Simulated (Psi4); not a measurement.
# Energy and gradient calculation of C2H4P (charge +2) (part 1 of 2)

The run: energy and gradient calculation of C2H4P, charge +2, multiplicity 2. Method and program: CAM-B3LYP/aug-cc-pVDZ, UKS (Psi4 1.11).

The geometry is that of the parent species in another charge or spin state. The geometry comes from this level: GFN2-xTB.

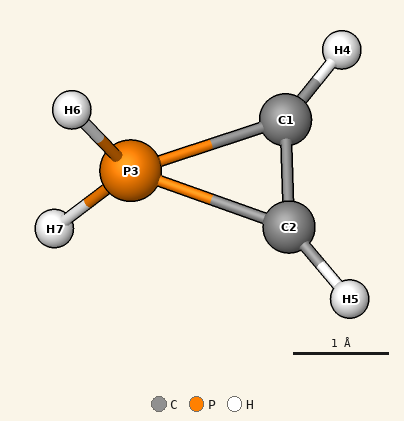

*The structure as given in the input (ball-and-stick view, seen at a tilt; atoms are numbered from 1 in the order of the input).*

Bond lengths as drawn: C–C 1.33 Å, C–H 1.07 Å, C–P 1.78 Å and H–P 1.38 Å.

## Input file (input.in)
```
memory 1.6 GB

molecule {
  2 2
  C
  C 1 1.327941
  P 2 1.782427 1 68.13592
  H 1 1.072233 2 144.78762 3 179.73107
  H 2 1.072253 1 144.89185 4 -0.4492
  H 3 1.379815 2 118.78875 5 77.8421
  H 3 1.380029 6 117.73989 1 -154.58298
  units angstrom
  symmetry c1
}

set {
  basis aug-cc-pVDZ
  reference uks
  puream true
  e_convergence 1e-09
  d_convergence 1e-08
  scf_type pk
  dft_radial_points 99
  dft_spherical_points 590
  maxiter 200
}

E, wfn = gradient('cam-b3lyp', return_wfn=True)
oeprop(wfn, 'MAYER_INDICES', 'DIPOLE', 'WIBERG_LOWDIN_INDICES')
```

Hardware: 1 thread of AMD EPYC (Zen 5), 64 GiB of memory available, shared host.

Launch command:
```bash
psi4 -n 1 input.in input.out
```

## Log
```
Psi4 1.11 release

gradient() will perform analytic gradient computation.

   => Loading Basis Set <=

    Name: AUG-CC-PVDZ
    Role: ORBITAL
    Keyword: BASIS

         ---------------------------------------------------------
                                   SCF
                              UKS Reference
                        1 Threads,   1525 MiB Core
         ---------------------------------------------------------

  ==> Geometry <==

    Molecular point group: c1
    Full point group: C1

    Geometry (in Angstrom), charge = 2, multiplicity = 2:

       Center              X                  Y                   Z               Mass
    ------------   -----------------  -----------------  -----------------  -----------------
         C            0.000019695829     0.928140562350    -0.663973819024    12.000000000000
         C            0.000019695829     0.928140562350     0.663967180976    12.000000000000
         P            0.000019695829    -0.726076295806     0.000180621513    30.973761998420
         H           -0.002882224661     1.546392804715    -1.540009976929     1.007825032230
         H            0.001959943078     1.544813396084     1.541142960157     1.007825032230
         H           -1.181277012525    -1.439078317871    -0.007278439261     1.007825032230
         H            1.181124947078    -1.439848096509     0.000673403839     1.007825032230

  Running in c1 symmetry.

  Rotational constants: A =      0.92742  B =      0.34539  C =      0.27473 [cm^-1]
  Rotational constants: A =  27803.46883  B =  10354.50722  C =   8236.31086 [MHz]
  Nuclear repulsion =   99.413293700351318

  Charge       = 2
  Multiplicity = 2
  Electrons    = 29
  Nalpha       = 15
  Nbeta        = 14

  ==> Algorithm <==

  SCF Algorithm Type is PK.
  DIIS enabled.
  MOM disabled.
  Fractional occupation disabled.
  Guess Type is SAD.
  Energy threshold   = 1.00e-09
  Density threshold  = 1.00e-08
  Integral threshold = 1.00e-12

  ==> Primary Basis <==

  Basis Set: AUG-CC-PVDZ
    Blend: AUG-CC-PVDZ
    Number of shells: 49
    Number of basis functions: 109
    Number of Cartesian functions: 115
    Spherical Harmonics?: true
    Max angular momentum: 2

  ==> DFT Potential <==

   => LibXC <=

    Version 7.1.2

   => Composite Functional: CAM-B3LYP <=

    CAM-B3LYP Hyb-GGA Exchange-Correlation Functional

    Deriv               =              1
    GGA                 =           TRUE
    Meta                =          FALSE

    Exchange Hybrid     =           TRUE
    MP2 Hybrid          =          FALSE

   => Exchange Functionals <=

    0.3500         Becke 88 [omega = 0.3300]
    0.4600   Short-range recipe for B88 functional - erf [omega = 0.3300]

   => Exact (HF) Exchange <=

    0.4600            HF,LR [omega = 0.3300]
    0.1900               HF

   => Correlation Functionals <=

    0.1900   Vosko, Wilk & Nusair (VWN5)
    0.8100   Lee, Yang & Parr

   => LibXC Density Thresholds  <==

    XC_HYB_GGA_XC_CAM_B3LYP:  1.00E-14

   => Molecular Quadrature <=

    Radial Scheme          =       TREUTLER
    Pruning Scheme         =           NONE
    Nuclear Scheme         =       TREUTLER

    Blocking Scheme        =         OCTREE
    BS radius alpha        =              1
    Pruning alpha          =              1
    Radial Points          =             99
    Spherical Points       =            590
    Total Points           =         393495
    Total Blocks           =           2822
    Max Points             =            256
    Max Functions          =            109
    Weights Tolerance      =       1.00E-15

  ==> Integral Setup <==

  Using in-core PK algorithm.
   Calculation information:
      Number of atoms:                   7
      Number of AO shells:              49
      Number of primitives:            131
      Number of atomic orbitals:       115
      Number of basis functions:       109

      Integral cutoff                 1.00e-12
      Number of threads:                 1

  Performing in-core PK
  Using 53919030 doubles for integral storage.
  We computed 750915 shell quartets total.
  Whereas there are 750925 unique shell quartets.

  Computing range-separated integrals for PK
  We computed 750915 wK shell quartets total.
  Whereas there are 750925 wK unique shell quartets.

  ==> DiskJK: Disk-Based J/K Matrices <==

    J tasked:                  Yes
    K tasked:                  Yes
    wK tasked:                 Yes
    Omega:               3.300E-01
    Memory [MiB]:             1076
    Schwarz Cutoff:          1E-12

  Cached 5.3% of DFT collocation blocks in 0.061 [GiB].

  Minimum eigenvalue in the overlap matrix is 7.1558375769E-05.
  Reciprocal condition number of the overlap matrix is 7.5229098839E-06.
    Using symmetric orthogonalization.

  ==> Pre-Iterations <==

  SCF Guess: Superposition of Atomic Densities via on-the-fly atomic UHF (no occupation information).

   -------------------------
    Irrep   Nso     Nmo
   -------------------------
     A        109     109
   -------------------------
    Total     109     109
   -------------------------

  ==> Iterations <==

                        Total Energy        Delta E     RMS |[F,P]|

   @UKS iter SAD:  -419.58259938264149   -4.19583e+02   0.00000e+00
   @UKS iter   1:  -418.80748846204443    7.75111e-01   3.47827e-03 DIIS/ADIIS
   @UKS iter   2:  -418.83564686180904   -2.81584e-02   3.08414e-03 DIIS/ADIIS
   @UKS iter   3:  -418.90251154459514   -6.68647e-02   2.46558e-04 DIIS/ADIIS
   @UKS iter   4:  -418.90389514626781   -1.38360e-03   1.01680e-04 DIIS/ADIIS
   @UKS iter   5:  -418.90469296631289   -7.97820e-04   9.26765e-05 DIIS
   @UKS iter   6:  -418.90541617013514   -7.23204e-04   9.10570e-05 DIIS
   @UKS iter   7:  -418.90624394337192   -8.27773e-04   9.16635e-05 DIIS
   @UKS iter   8:  -418.90737616311520   -1.13222e-03   9.07301e-05 DIIS
   @UKS iter   9:  -418.91031578683283   -2.93962e-03   7.23163e-05 DIIS
   @UKS iter  10:  -418.91165242472925   -1.33664e-03   5.89776e-05 DIIS
   @UKS iter  11:  -418.91321798697379   -1.56556e-03   4.81624e-05 DIIS
   @UKS iter  12:  -418.91338032854202   -1.62342e-04   3.02289e-05 DIIS
   @UKS iter  13:  -418.91366207907765   -2.81751e-04   2.03491e-04 DIIS/ADIIS
   @UKS iter  14:  -418.91362870162794    3.33774e-05   2.08982e-04 DIIS/ADIIS
   @UKS iter  15:  -418.91365854689855   -2.98453e-05   1.98731e-04 DIIS/ADIIS
   @UKS iter  16:  -418.91385147930680   -1.92932e-04   1.47817e-04 DIIS/ADIIS
   @UKS iter  17:  -418.91395933144099   -1.07852e-04   1.32182e-04 DIIS/ADIIS
   @UKS iter  18:  -418.91407651702821   -1.17186e-04   7.10103e-05 DIIS
   @UKS iter  19:  -418.91414638756913   -6.98705e-05   2.85435e-05 DIIS
   @UKS iter  20:  -418.91415762673387   -1.12392e-05   1.10033e-05 DIIS
   @UKS iter  21:  -418.91415902081377   -1.39408e-06   7.73435e-07 DIIS
   @UKS iter  22:  -418.91415902675328   -5.93951e-09   4.64750e-07 DIIS
   @UKS iter  23:  -418.91415902891208   -2.15880e-09   1.21978e-07 DIIS
   @UKS iter  24:  -418.91415902896813   -5.60476e-11   3.05880e-08 DIIS
   @UKS iter  25:  -418.91415902905663   -8.85052e-11   9.16945e-09 DIIS
  Energy and wave function converged.

  ==> Post-Iterations <==

   Electrons on quadrature grid:
      Nalpha   =   15.0000002192 ; deviation = 2.192e-07
      Nbeta    =   14.0000003417 ; deviation = 3.417e-07
      Ntotal   =   29.0000005610 ; deviation = 5.610e-07

   @Spin Contamination Metric:   4.311312205E-03
   @S^2 Expected:                7.500000000E-01
   @S^2 Observed:                7.543113122E-01
   @S   Expected:                5.000000000E-01
   @S   Observed:                5.000000000E-01

    Orbital Energies [Eh]
    ---------------------

    Alpha Occupied:

       1A    -77.740018     2A    -10.864367     3A    -10.863436
       4A     -7.208788     5A     -5.372503     6A     -5.369578
       7A     -5.369021     8A     -1.507805     9A     -1.217769
      10A     -1.157962    11A     -1.089219    12A     -1.030834
      13A     -0.973431    14A     -0.917839    15A     -0.884727

    Alpha Virtual:

      16A     -0.500188    17A     -0.448478    18A     -0.392751
      19A     -0.371211    20A     -0.315976    21A     -0.288711
      22A     -0.266982    23A     -0.262992    24A     -0.249739
      25A     -0.225332    26A     -0.224919    27A     -0.215710
      28A     -0.208716    29A     -0.196243    30A     -0.161781
      31A     -0.153479    32A     -0.152085    33A     -0.136595
      34A     -0.129112    35A     -0.122422    36A     -0.121790
      37A     -0.100374    38A     -0.079134    39A     -0.070008
      40A     -0.049347    41A     -0.031808    42A     -0.008894
      43A      0.009949    44A      0.011276    45A      0.032107
      46A      0.036338    47A      0.045137    48A      0.050357
      49A      0.063754    50A      0.069151    51A      0.070710
      52A      0.073472    53A      0.101646    54A      0.109465
      55A      0.116941    56A      0.121643    57A      0.136886
      58A      0.153406    59A      0.193778    60A      0.208062
      61A      0.209889    62A      0.215488    63A      0.248053
      64A      0.277123    65A      0.307366    66A      0.318347
      67A      0.339013    68A      0.344691    69A      0.413576
      70A      0.415641    71A      0.430375    72A      0.442834
      73A      0.446868    74A      0.494996    75A      0.521676
      76A      0.557944    77A      0.582734    78A      0.598124
      79A      0.622137    80A      0.712718    81A      0.760542
      82A      0.818915    83A      0.832744    84A      0.892648
      85A      0.970433    86A      0.970811    87A      0.995873
      88A      1.050287    89A      1.109527    90A      1.149582
      91A      1.184203    92A      1.222791    93A      1.223120
      94A      1.284029    95A      1.291937    96A      1.354490
      97A      1.373355    98A      1.459236    99A      1.476517
     100A      1.621194   101A      1.786007   102A      1.789172
     103A      1.815149   104A      1.816626   105A      1.965683
     106A      1.975286   107A      2.035966   108A      2.349554
     109A      3.018007

    Beta Occupied:

       1A    -77.740533     2A    -10.857201     3A    -10.856386
       4A     -7.209409     5A     -5.373146     6A     -5.370408
       7A     -5.369686     8A     -1.477379     9A     -1.204943
      10A     -1.143545    11A     -1.080927    12A     -0.997332
      13A     -0.960328    14A     -0.881281

    Beta Virtual:

      15A     -0.685093    16A     -0.443936    17A     -0.442948
      18A     -0.383508    19A     -0.369847    20A     -0.302184
      21A     -0.286108    22A     -0.264720    23A     -0.259148
      24A     -0.243273    25A     -0.219794    26A     -0.216665
      27A     -0.215064    28A     -0.207933    29A     -0.193402
      30A     -0.156550    31A     -0.152489    32A     -0.150571
      33A     -0.134428    34A     -0.126703    35A     -0.121682
      36A     -0.121460    37A     -0.100099    38A     -0.078042
      39A     -0.068451    40A     -0.046903    41A     -0.030589
      42A     -0.005547    43A      0.014017    44A      0.015395
      45A      0.033571    46A      0.043060    47A      0.047441
      48A      0.055971    49A      0.068564    50A      0.074456
      51A      0.074759    52A      0.078990    53A      0.103688
      54A      0.110842    55A      0.119566    56A      0.122223
      57A      0.141237    58A      0.155456    59A      0.195758
      60A      0.210561    61A      0.210892    62A      0.216367
      63A      0.249352    64A      0.279321    65A      0.309401
      66A      0.321681    67A      0.341371    68A      0.349262
      69A      0.415953    70A      0.420446    71A      0.441860
      72A      0.444110    73A      0.461159    74A      0.502432
      75A      0.529142    76A      0.560576    77A      0.592796
      78A      0.598896    79A      0.637230    80A      0.718526
      81A      0.773383    82A      0.821362    83A      0.835778
      84A      0.917042    85A      0.974462    86A      0.990705
      87A      0.996822    88A      1.064317    89A      1.118672
      90A      1.162519    91A      1.201321    92A      1.234490
      93A      1.238715    94A      1.295363    95A      1.297307
      96A      1.372477    97A      1.380140    98A      1.468500
      99A      1.488300   100A      1.631173   101A      1.789634
     102A      1.795542   103A      1.827219   104A      1.835597
     105A      1.974173   106A      1.988306   107A      2.044170
     108A      2.361547   109A      3.026705

    Final Occupation by Irrep:
              A
    DOCC [    14 ]
    SOCC [     1 ]
    NA   [    15 ]
    NB   [    14 ]

  @UKS Final Energy:  -418.91415902905663

   => Energetics <=

    Nuclear Repulsion Energy =             99.4132937003513177
    One-Electron Energy =                -756.5313837061871709
    Two-Electron Energy =                 264.3903479658695801
    DFT Exchange-Correlation Energy =     -26.1864169890904037
    Empirical Dispersion Energy =           0.0000000000000000
    VV10 Nonlocal Energy =                  0.0000000000000000
    Total Energy =                       -418.9141590290566342

  UHF NO Occupations:
  HONO-2 :   13  A 1.9994860
  HONO-1 :   14  A 1.9991224
  HONO-0 :   15  A 1.0000000
  LUNO+0 :   16  A 0.0008776
  LUNO+1 :   17  A 0.0005140
  LUNO+2 :   18  A 0.0003143
  LUNO+3 :   19  A 0.0002080

Computation Completed

Properties will be evaluated at   0.000000,   0.000000,   0.000000 [a0]

Properties computed using the SCF density matrix

 Multipole Moments:

 ------------------------------------------------------------------------------------
     Multipole            Electronic (a.u.)      Nuclear  (a.u.)        Total (a.u.)
```
